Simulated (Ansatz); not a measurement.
**FH7N2SSi2: taking an electron away**

How much energy removes an electron from FH7N2SSi2 at fixed geometry? The cation is run at each level and the neutral's energy taken from earlier runs.

Method: unrestricted cation, the program's frozen cores in correlated methods; program: Ansatz 0.2.0, Gaussian basis.

Levels to be run: UKS PBE-D4/def2-TZVPP; UKS r2SCAN-D4/def2-TZVPP; UKS PBE0-D4/def2-TZVPP; UKS B3LYP-D4/def2-TZVPP; UKS wB97X-V/def2-TZVPP; UKS wB97M-V/def2-TZVPP; UKS B2PLYP/def2-TZVPP; UHF-CCSD(T)/def2-TZVPP; UHF-MP2/def2-QZVPP; extrapolation to the limit; then −ε(HOMO) from the neutral's earlier runs with LDA (SPW92), PBE-D4, revPBE-D4, BLYP-D4, r2SCAN-D4, B97M-V, PBE0-D4, B3LYP-D4, r2SCANh-D4, r2SCAN0-D4, HSE06-D4, BHLYP-D4, CAM-B3LYP-D4, LC-ωPBE, ωB97X-V, ωB97M-V.

**1. The relaxed structure**

An earlier PBE0-D4 in a triple-zeta def2 set relaxation fixed the geometry.

SMILES `N[SiH2]S[SiH](N)F`, 13 atoms, charge 0, spin multiplicity 1.

Atoms are counted from 1 here; the program's logs count them from 0.

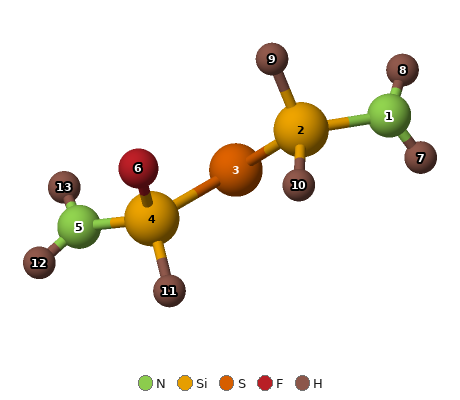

The geometry (nitrogen green, silicon amber, sulfur orange, fluorine red, hydrogen brown); atoms are numbered from 1 in the order of the file.

**2. Cation, UKS PBE-D4/def2-TZVPP**

in.yaml reads:

```yaml
crystal:
  periodic: [false, false, false]
  atoms:
    - {symbol: N, position_ang: [-2.577516, -1.739418, 0.525756]}
    - {symbol: Si, position_ang: [-1.554701, -0.548891, -0.149047]}
    - {symbol: S, position_ang: [0.205963, -0.216248, 1.065000]}
    - {symbol: Si, position_ang: [1.465033, 0.611960, -0.416546]}
    - {symbol: N, position_ang: [2.680970, 1.472706, 0.380583]}
    - {symbol: F, position_ang: [0.537707, 1.503388, -1.379042]}
    - {symbol: H, position_ang: [-2.263052, -2.692510, 0.613309]}
    - {symbol: H, position_ang: [-3.198943, -1.492465, 1.279028]}
    - {symbol: H, position_ang: [-2.337732, 0.704023, -0.229299]}
    - {symbol: H, position_ang: [-1.089689, -0.998893, -1.482540]}
    - {symbol: H, position_ang: [2.097160, -0.376021, -1.314490]}
    - {symbol: H, position_ang: [3.560298, 1.685258, -0.059371]}
    - {symbol: H, position_ang: [2.494800, 2.052312, 1.181361]}
basis:
  gaussian: {orbitals: def2-TZVPP}
total_charge: 1
magnetization: {spin_polarized: true, initial_magnetization: 1}
hamiltonian: {xc: pbe, dispersion: d4}
```

Command:

```console
$ ansatz run in.yaml --threads 2 --pin off --events-out ev --progress --plain --max-ram 20480MiB --backend cuda --devices 0, --max-vram 18GiB
```

Output:

```text
Functional definition: PBE
  name "PBE"
  cite "Perdew, Burke & Ernzerhof, Phys. Rev. Lett. 77, 3865 (1996) doi:10.1103/PhysRevLett.77.3865"
  parent pbe
  parameter kappa = 0.804
  parameter beta = 0.06672455060314922
  exchange = pbe_x(kappa = kappa, mu = beta*pi^2/3)
  correlation = pbe_c(beta = beta)
1739 factors; their error is unknown
mean field evaluation 1: about -32353.1213 eV, gradient 9.0e1 eV
mean field evaluation 2: about -32184.4759 eV, gradient 1.9e2 eV
mean field evaluation 4: about -32376.0686 eV, gradient 3.2e1 eV
mean field evaluation 8: about -32379.6268 eV, gradient 1.9e1 eV
mean field evaluation 16: about -32382.3994 eV, gradient 3.8e-2 eV
mean field evaluation 32: about -32382.3696 eV, gradient 7.9e-2 eV
mean field evaluation 64: about -32381.4266 eV, gradient 1.1e1 eV
mean field -32382.36957765 eV, -1190.0301324201 hartree, gradient 1.1e-5 eV, S^2 0.752882; 12 other end points of the search recorded, 0 dependent functions left out
reference -32382.36962671 eV, -1190.0301342231 hartree; 37, 36 occupied and 280, 281 virtual orbitals, 1739 factors
Total energy: -32382.69749347 eV, -1190.0421831041 hartree
```

It took 15 s on 1 × H100 (card shared with other runs) with 2 threads of AMD EPYC 7R13, shared host; peak host memory 0.93 GiB.

The neutral molecule at this level: -32391.5029 eV. Difference: 8.805 eV. ⟨S²⟩ = 0.753.

**3. Cation, UKS r2SCAN-D4/def2-TZVPP**

Edit in.yaml of step 2 so:

```diff
@@ -20,2 +20,2 @@
 magnetization: {spin_polarized: true, initial_magnetization: 1}
-hamiltonian: {xc: pbe, dispersion: d4}
+hamiltonian: {xc: r2scan, dispersion: d4}
```

Same command.

Output, cut to the lines that bear on the results:

```text
Functional definition: r2SCAN
  name "r2SCAN"
  cite "Furness, Kaplan, Ning, Perdew & Sun, J. Phys. Chem. Lett. 11, 8208 (2020) doi:10.1021/acs.jpclett.0c02405"
  cite "Furness, Kaplan, Ning, Perdew & Sun, J. Phys. Chem. Lett. 11, 9248 (2020) doi:10.1021/acs.jpclett.0c03077"
  parent r2scan
[...]
1739 factors; their error is unknown
[...]
mean field -32396.60066533 eV, -1190.5531152461 hartree, gradient 1.3e-5 eV, S^2 0.756395; 5 other end points of the search recorded, 0 dependent functions left out
reference -32396.60068123 eV, -1190.5531158306 hartree; 37, 36 occupied and 280, 281 virtual orbitals, 1739 factors
Total energy: -32396.68017150 eV, -1190.5560370440 hartree
```

Wall time 14 s (1 × H100 (card shared with other runs) with 2 threads of AMD EPYC 7R13, shared host); peak host memory 0.99 GiB.

The neutral molecule at this level: -32405.6821 eV. Difference: 9.002 eV. ⟨S²⟩ = 0.756.

**4. Cation, UKS PBE0-D4/def2-TZVPP**

Edit in.yaml of step 3 so:

```diff
@@ -20,2 +20,2 @@
 magnetization: {spin_polarized: true, initial_magnetization: 1}
-hamiltonian: {xc: r2scan, dispersion: d4}
+hamiltonian: {xc: pbe0, dispersion: d4}
```

Same command.

Output:

```text
Functional definition: PBE0
  name "PBE0"
  cite "Adamo & Barone, J. Chem. Phys. 110, 6158 (1999) doi:10.1063/1.478522"
  cite "Perdew, Burke & Ernzerhof, Phys. Rev. Lett. 77, 3865 (1996) doi:10.1103/PhysRevLett.77.3865"
  parent pbe
  parameter a = 0.25
  parameter kappa = 0.804
  parameter beta = 0.06672455060314922
  exchange = (1 - a)*pbe_x(kappa = kappa, mu = beta*pi^2/3) + a*exact_x
  correlation = pbe_c(beta = beta)
1776 factors; their error is unknown
mean field evaluation 1: about -32364.6873 eV, gradient 7.6e1 eV
mean field evaluation 2: about -32315.0339 eV, gradient 1.2e2 eV
mean field evaluation 4: about -32384.0788 eV, gradient 9.8e0 eV
mean field evaluation 8: about -32384.6035 eV, gradient 6.5e-1 eV
mean field evaluation 16: about -32384.6798 eV, gradient 1.9e-1 eV
mean field evaluation 32: about -32384.6801 eV, gradient 3.0e-5 eV
mean field -32384.68006992 eV, -1190.1150414449 hartree, gradient 9.6e-6 eV, S^2 0.757620; 5 other end points of the search recorded, 0 dependent functions left out
reference -32384.68010633 eV, -1190.1150427832 hartree; 37, 36 occupied and 280, 281 virtual orbitals, 1776 factors
Total energy: -32384.95973052 eV, -1190.1253187825 hartree
```

Wall time 9 s (1 × H100 (card shared with other runs) with 2 threads of AMD EPYC 7R13, shared host); peak host memory 0.91 GiB.

Less the neutral's -32394.2217 eV (earlier run), this gives 9.262 eV. ⟨S²⟩ = 0.758.

**5. Cation, UKS B3LYP-D4/def2-TZVPP**

Edit in.yaml of step 4 so:

```diff
@@ -20,2 +20,2 @@
 magnetization: {spin_polarized: true, initial_magnetization: 1}
-hamiltonian: {xc: pbe0, dispersion: d4}
+hamiltonian: {xc: {name: B3LYP}, dispersion: d4}
```

Launched as before.

Output, cut to the lines that bear on the results:

```text
Functional definition: B3LYP
  name "B3LYP"
  cite "Stephens, Devlin, Chabalowski & Frisch, J. Phys. Chem. 98, 11623 (1994) doi:10.1021/j100096a001"
  cite "Becke, Phys. Rev. A 38, 3098 (1988) doi:10.1103/PhysRevA.38.3098"
  cite "Lee, Yang & Parr, Phys. Rev. B 37, 785 (1988) doi:10.1103/PhysRevB.37.785"
  cite "Vosko, Wilk & Nusair, Can. J. Phys. 58, 1200 (1980) doi:10.1139/p80-159"
[...]
1757 factors; their error is unknown
[...]
mean field -32402.93009893 eV, -1190.7857176408 hartree, gradient 2.4e-5 eV, S^2 0.756287; 6 other end points of the search recorded, 0 dependent functions left out
reference -32402.93040900 eV, -1190.7857290358 hartree; 37, 36 occupied and 280, 281 virtual orbitals, 1757 factors
Total energy: -32403.46308051 eV, -1190.8053043527 hartree
```

It took 10 s on 1 × H100 (card shared with other runs) with 2 threads of AMD EPYC 7R13, shared host; peak host memory 0.97 GiB.

Less the neutral's -32412.6962 eV (earlier run), this gives 9.233 eV. ⟨S²⟩ = 0.756.

**6. Cation, UKS wB97X-V/def2-TZVPP**

Edit in.yaml of step 5 so:

```diff
@@ -20,2 +20,2 @@
 magnetization: {spin_polarized: true, initial_magnetization: 1}
-hamiltonian: {xc: {name: B3LYP}, dispersion: d4}
+hamiltonian: {xc: {name: wB97X-V}}
```

The command is unchanged.

Output, cut to the lines that bear on the results:

```text
Functional definition: wB97X-V
  name "wB97X-V"
  cite "Mardirossian & Head-Gordon, Phys. Chem. Chem. Phys. 16, 9904 (2014) doi:10.1039/C3CP54374A"
  cite "Becke, J. Chem. Phys. 107, 8554 (1997) doi:10.1063/1.475007"
  cite "Vydrov & Van Voorhis, J. Chem. Phys. 133, 244103 (2010) doi:10.1063/1.3521275"
[...]
      + integral(e_c_pw_opposite_spin*poly(b97_u_opposite, cos0, cos1)) + vv10(b, c)
1752 factors; their error is unknown
383 factors; integrals over basis functions are off by at most 9.0e-6 eV
[...]
mean field -32395.00494757 eV, -1190.4944737001 hartree, gradient 3.3e-5 eV, S^2 0.755173; 6 other end points of the search recorded, 0 dependent functions left out
reference -32395.00494523 eV, -1190.4944736144 hartree; 37, 36 occupied and 280, 281 virtual orbitals, 1752 factors
Total energy: -32395.00494523 eV, -1190.4944736144 hartree
```

Run time: 9.5 s. Hardware: 1 × H100 (card shared with other runs) with 2 threads of AMD EPYC 7R13, shared host; peak host memory 1.1 GiB.

The neutral molecule at this level: -32404.5047 eV. Difference: 9.500 eV. ⟨S²⟩ = 0.755.

**7. Cation, UKS wB97M-V/def2-TZVPP**

Edit in.yaml of step 6 so:

```diff
@@ -20,2 +20,2 @@
 magnetization: {spin_polarized: true, initial_magnetization: 1}
-hamiltonian: {xc: {name: wB97X-V}}
+hamiltonian: {xc: {name: wB97M-V}}
```

Launched as before.

Output, cut to the lines that bear on the results:

```text
Functional definition: wB97M-V
  name "wB97M-V"
  cite "Mardirossian & Head-Gordon, J. Chem. Phys. 144, 214110 (2016) doi:10.1063/1.4952647"
  cite "Becke, J. Chem. Phys. 107, 8554 (1997) doi:10.1063/1.475007"
  cite "Vydrov & Van Voorhis, J. Chem. Phys. 133, 244103 (2010) doi:10.1063/1.3521275"
  # Of w^i u^j: cxij and so on, Table III.
[...]
  gx(w, u) = 1 - cx + cx01*u + cx10*w
  gss(w, u) = css00 + css04*u^4 + css10*w + css20*w^2 + css43*w^4*u^3
  gos(w, u) = cos00 + cos10*w + (cos20 + cos21*u)*w^2 + (cos60 + cos61*u)*w^6
[...]
      + integral(e_c_pw_mod_opposite_spin*gos(b97_w_opposite, b97_u_opposite)) + vv10(b, c)
1752 factors; their error is unknown
383 factors; integrals over basis functions are off by at most 9.0e-6 eV
[...]
mean field -32397.43477469 eV, -1190.5837681997 hartree, gradient 2.0e-5 eV, S^2 0.753834; 6 other end points of the search recorded, 0 dependent functions left out
reference -32397.43483207 eV, -1190.5837703085 hartree; 37, 36 occupied and 280, 281 virtual orbitals, 1752 factors
Total energy: -32397.43483207 eV, -1190.5837703085 hartree
```

Wall time 12 s (1 × H100 (card shared with other runs) with 2 threads of AMD EPYC 7R13, shared host); peak host memory 1.1 GiB.

The neutral molecule at this level: -32406.9071 eV. Difference: 9.472 eV. ⟨S²⟩ = 0.754.

**8. Cation, UKS B2PLYP (frozen core)/def2-TZVPP**

Edit in.yaml of step 7 so:

```diff
@@ -20,2 +20,2 @@
 magnetization: {spin_polarized: true, initial_magnetization: 1}
-hamiltonian: {xc: {name: wB97M-V}}
+hamiltonian: {xc: {name: B2PLYP}}
```

The command is unchanged.

Output, cut to the lines that bear on the results:

```text
Functional definition: B2PLYP
  name "B2PLYP"
  cite "Grimme, J. Chem. Phys. 124, 034108 (2006) doi:10.1063/1.2148954"
  cite "Becke, Phys. Rev. A 38, 3098 (1988) doi:10.1103/PhysRevA.38.3098"
  cite "Lee, Yang & Parr, Phys. Rev. B 37, 785 (1988) doi:10.1103/PhysRevB.37.785"
[...]
1853 factors; integrals over basis functions are off by at most 9.9e-4 eV
[...]
mean field -32377.87650354 eV, -1189.8650149922 hartree, gradient 6.0e-6 eV, S^2 0.758046; 6 other end points of the search recorded, 0 dependent functions left out
18 core orbitals not correlated: weight in the atoms' cores, before any rotation towards them, 1.000 or more for the frozen orbitals, at most 0.000 for the correlated occupied ones
reference -32377.87670118 eV, -1189.8650222551 hartree; 19, 18 occupied and 280, 281 virtual orbitals, 1853 factors
second order -34.94890908 eV of doubles, -0.00000000 eV of singles
Total energy: -32387.31290663 eV, -1190.2117964094 hartree
```

Run time: 7.5 s. Hardware: 1 × H100 (card shared with other runs) with 2 threads of AMD EPYC 7R13, shared host; peak host memory 1.4 GiB.

The neutral molecule at this level: -32396.6999 eV. Difference: 9.387 eV. ⟨S²⟩ = 0.758.

**9. Cation, UHF-CCSD(T)/def2-TZVPP**

Edit in.yaml of step 8 so:

```diff
@@ -20,2 +20,3 @@
 magnetization: {spin_polarized: true, initial_magnetization: 1}
-hamiltonian: {xc: {name: B2PLYP}}
+correlation: {method: ccsd_t}
+scf: {omitted_lower_state_checks: [cluster_reference]}
```

The command is unchanged.

Output, cut to the lines that bear on the results:

```text
Functional definition: HF
  name "HF"
  cite "Fock, Z. Phys. 61, 126 (1930) doi:10.1007/BF01340294"
  parent pbe
[...]
1853 factors; integrals over basis functions are off by at most 9.9e-4 eV
[...]
mean field -32322.59035716 eV, -1187.8332865869 hartree, gradient 2.5e-6 eV, S^2 0.763838; 6 other end points of the search recorded, 0 dependent functions left out
18 core orbitals not correlated: weight in the atoms' cores, before any rotation towards them, 1.000 or more for the frozen orbitals, at most 0.000 for the correlated occupied ones
reference -32322.59035716 eV, -1187.8332865869 hartree; 19, 18 occupied and 280, 281 virtual orbitals, 1853 factors
second order -28.70192840 eV of doubles, -0.00000000 eV of singles
cycle   1  -29.44666256 eV  change   -7.4e-1 eV  update   1.2e-1
[...]
cycle  19  -30.31490526 eV  change   -1.2e-5 eV  update   3.4e-5
perturbative correction -1.14210533 eV, -0.0419715967 hartree
Total energy: -32354.04736775 eV, -1188.9893104037 hartree
Checks for a lower state left out: cluster_reference
```

Wall time 23 s (1 × H100 (card shared with other runs) with 2 threads of AMD EPYC 7R13, shared host); peak host memory 1.3 GiB.

Less the neutral's -32363.5260 eV (earlier run), this gives 9.479 eV. ⟨S²⟩ = 0.764. T1 = 0.020 (report).

**10. Cation, UHF-MP2/def2-QZVPP**

Edit in.yaml of step 9 so:

```diff
@@ -17,6 +17,6 @@
 basis:
-  gaussian: {orbitals: def2-TZVPP}
+  gaussian: {orbitals: "def2-QZVPP.json"}
 total_charge: 1
 magnetization: {spin_polarized: true, initial_magnetization: 1}
-correlation: {method: ccsd_t}
+correlation: {method: mp2}
 scf: {omitted_lower_state_checks: [cluster_reference]}
```

Launched as before.

Output, cut to the lines that bear on the results:

```text
Functional definition: HF
  name "HF"
  cite "Fock, Z. Phys. 61, 126 (1930) doi:10.1007/BF01340294"
  parent pbe
[...]
3508 factors; integrals over basis functions are off by at most 1.0e-3 eV
[...]
mean field -32323.68728114 eV, -1187.8735977997 hartree, gradient 2.5e-6 eV, S^2 0.764241; 6 other end points of the search recorded, 0 dependent functions left out
18 core orbitals not correlated: weight in the atoms' cores, before any rotation towards them, 1.000 or more for the frozen orbitals, at most 0.000 for the correlated occupied ones
reference -32323.68728114 eV, -1187.8735977997 hartree; 19, 18 occupied and 554, 555 virtual orbitals, 3508 factors
second order -31.08101567 eV of doubles, -0.00000000 eV of singles
Total energy: -32354.76829681 eV, -1189.0158040582 hartree
Checks for a lower state left out: cluster_reference
```

Run time: 10 s. Hardware: 1 × H100 (card shared with other runs) with 2 threads of AMD EPYC 7R13, shared host; peak host memory 1.3 GiB.

Less the neutral's -32364.5289 eV (earlier run), this gives 9.761 eV. ⟨S²⟩ = 0.764.

**11. From triple and quadruple zeta to the limit**

This step is arithmetic on the last runs, with X = 3 and 4: exp(−7.88√X) for Hartree-Fock, X^−2.97 for correlation; only MP2 was run in the larger set, so CCSD(T) minus MP2 is added from the smaller one.

```csv
level,energy at the limit (eV)
HF,-32323.8384
MP2,-32356.6817
CCSD,-32358.2946
CCSD(T),-32359.4368
```

The neutral's limit, from its own earlier runs, is -32369.1133 eV in the additive form (MP2 limit plus CCSD(T) minus MP2 in triple zeta), in which the cation has -32359.4368 eV.

**12. The ladder**

Differences are taken before rounding.

```
            method  ionisation energy (eV)  from CCSD(T)/CBS (eV)  time
            PBE-D4                    8.81                  -0.87  17 s
         r2SCAN-D4                    9.00                  -0.67  17 s
           PBE0-D4                    9.26                  -0.41  11 s
          B3LYP-D4                    9.23                  -0.44  13 s
           ωB97X-V                    9.50                  -0.18  12 s
           ωB97M-V                    9.47                  -0.20  17 s
            B2PLYP                    9.39                  -0.29  11 s
     HF/def2-TZVPP                    8.54                  -1.14      
    MP2/def2-TZVPP                    9.65                  -0.03      
   CCSD/def2-TZVPP                    9.44                  -0.24      
CCSD(T)/def2-TZVPP                    9.48                  -0.20  30 s
       CCSD(T)/CBS                    9.68                      0  45 s
```

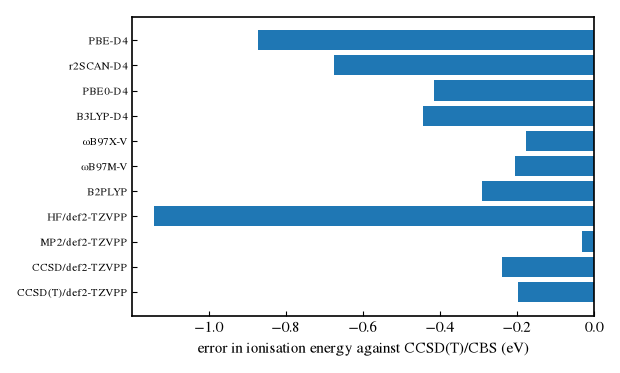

Deviations from CCSD(T)/CBS, method by method.

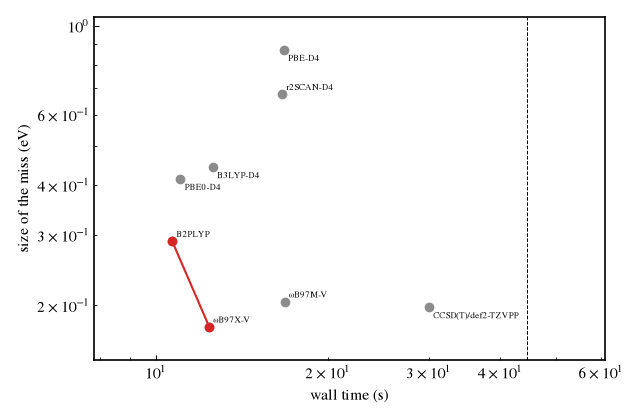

Accuracy for the time spent; red marks the levels that beat every quicker one drawn (of those quicker than the yardstick), and the dashed line is the time of CCSD(T)/CBS. Times are from a shared host.

Times add the cation's run and the neutral's; HF, MP2 and CCSD come out of the CCSD(T) runs.

For comparison, −ε(HOMO) of the neutral from earlier runs:

```
  functional  −ε(HOMO) (eV)  by energy difference (eV)
 LDA (SPW92)           6.21                           
      PBE-D4           6.10                       8.81
   revPBE-D4           6.05                           
     BLYP-D4           5.94                           
   r2SCAN-D4           6.40                       9.00
      B97M-V           6.53                           
     PBE0-D4           7.34                       9.26
    B3LYP-D4           7.09                       9.23
  r2SCANh-D4           6.86                           
  r2SCAN0-D4           7.54                           
    HSE06-D4           6.94                           
    BHLYP-D4           8.43                           
CAM-B3LYP-D4           8.64                           
     LC-ωPBE          10.04                           
     ωB97X-V           9.69                       9.50
     ωB97M-V           9.52                       9.47
```

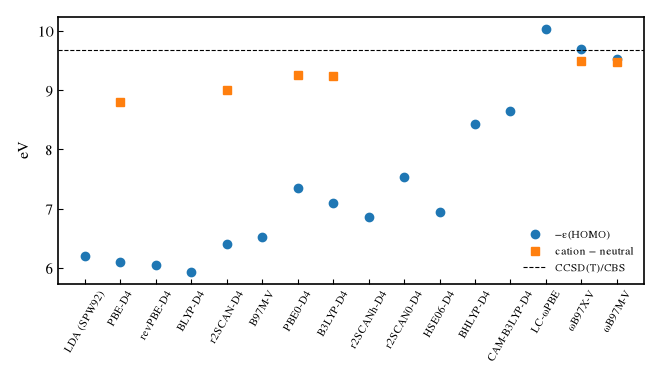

Orbital estimates and energy differences by functional.

**13. Results**

| quantity | value |
| --- | --- |
| ionisation energy, CCSD(T)/CBS | 9.68 eV |
| nearest functional by difference | ωB97X-V (-0.18 eV) |
| nearest −ε(HOMO) | ωB97X-V (+0.01 eV) |
| −ε(HOMO) of PBE | 6.10 eV |
| T1 of the cation | 0.020 |

By cation minus neutral, the functionals miss by 0.87 eV at most. −ε(HOMO) of PBE misses by 3.6 eV, since self-interaction lifts the level. Among orbital estimates ωB97X-V comes nearest. Hartree-Fock falls 1.14 eV short, as the neutral has more correlation energy than the cation.

ωB97X-V reaches 0.18 eV from the reference in 12 s, where CCSD(T)/CBS took 45 s; the quickest level in the cost chart, B2PLYP, takes 11 s and misses by 0.29 eV.
